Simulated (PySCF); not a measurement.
Co$_{2}$H$_{6}$: frequency calculation

System: Co$_{2}$H$_{6}$.
Method: RKS-based PBE0, Co def2-TZVP, H def2-TZVP; non-relativistic Hamiltonian; density fitting (PySCF 2.14.0).

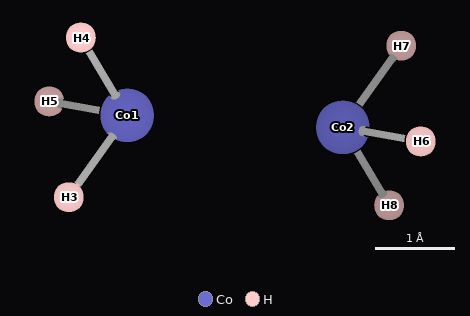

**Figure 1.** The structure as given in the input (ball-and-stick view, seen at a tilt; atoms are numbered from 1 in the order of the input). Sticks mark near contacts. Bond lengths as drawn: Co–H 1.43 Å.

**Results in brief**

- outcome: converged
- total energy: −2768.437924 hartree
- HOMO: −7.44 eV
- LUMO: −2.84 eV
- zero-point energy: 0.039253 hartree
- dipole moment: 0.00 D
- wavenumbers, lowest and highest: 177i and 2162 cm⁻¹
- hardware: 4 threads of AMD EPYC (Zen 5), 32 GiB of memory available, shared host
- wall time: 26 s (CPU time 93 s)
- peak memory: 2.1 GiB

**Input file**
```python
from pyscf import gto, scf, dft
mol = gto.M(atom='''
Co    -0.000000     0.000000     1.408141
Co     0.000000    -0.000000    -1.408141
H      1.189061     0.000000     2.202439
H     -0.594531     1.029757     2.202439
H     -0.594531    -1.029757     2.202439
H      0.594531     1.029757    -2.202439
H     -1.189061    -0.000000    -2.202439
H      0.594531    -1.029757    -2.202439''',
    basis={'Co': 'def2-TZVP', 'H': 'def2-TZVP'},
    charge=0, spin=0)
mf = dft.RKS(mol, xc='PBE0')
mf.grids.atom_grid = (75, 302)
aux = {'Co': 'def2-universal-JKFIT', 'H': 'def2-universal-JKFIT'}
mf = mf.density_fit(auxbasis=aux)
mf.conv_tol = 1e-09
mf.diis_space = 10
mf.max_cycle = 60
mf.verbose = 4
mf.kernel()
```

The script is an equivalent of the set-up of the self-consistent field. The run itself was carried out by a driver, which started from the orbitals of the step before it where there was one and computed the further properties.

Launch command:
```bash
OMP_NUM_THREADS=4 python axn.py task.json out
```

**What the program printed**
```
init E= -2768.43792363125
  HOMO = -0.273543969523121  LUMO = -0.104219279783307  gap/eV = 4.60756
cycle= 1 E= -2768.43792363002  delta_E= 1.23e-09  |g|= 0.000111  |ddm|= 3.58e-05
  HOMO = -0.273573789903827  LUMO = -0.104228206767598  gap/eV = 4.60813
cycle= 2 E= -2768.43792359663  delta_E= 3.34e-08  |g|= 0.000575  |ddm|= 0.000184
  HOMO = -0.273548795666749  LUMO = -0.104220690537868  gap/eV = 4.60765
cycle= 3 E= -2768.43792363132  delta_E= -3.47e-08  |g|= 6.28e-07  |ddm|= 0.000154
  HOMO = -0.27354881881133  LUMO = -0.104220729165491  gap/eV = 4.60765
cycle= 4 E= -2768.4379236313  delta_E= 1.32e-11  |g|= 4.89e-07  |ddm|= 1.86e-06
  HOMO = -0.273548730956809  LUMO = -0.104220675468574  gap/eV = 4.60765
Extra cycle  E= -2768.4379236313  delta_E= -9.09e-13  |g|= 1.71e-06  |ddm|= 1.39e-06
converged SCF energy = -2768.4379236313
```

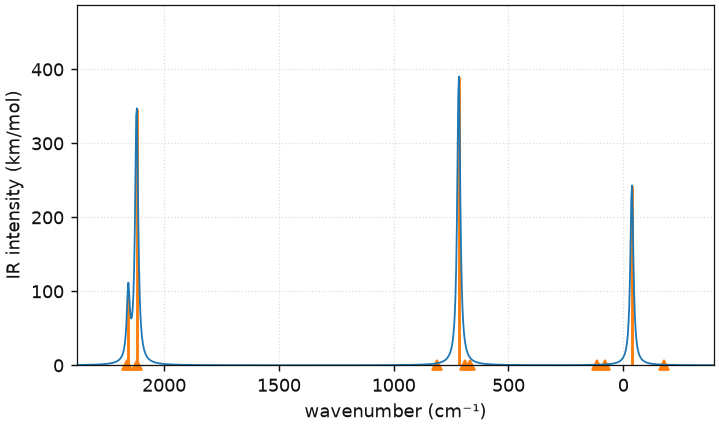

**Figure 2.** Harmonic infrared spectrum, unscaled: sticks (degenerate modes added up, dark ones marked on the axis) with a Lorentzian envelope of 16 cm⁻¹ full width, scaled to the tallest stick; imaginary modes are drawn at negative wavenumbers. 18 modes from 177i to 2162 cm⁻¹, 4 imaginary beyond 8i (177i, 177i, 37i, 37i cm⁻¹): not a minimum. The strongest line is at 717 cm⁻¹ (390 km/mol).
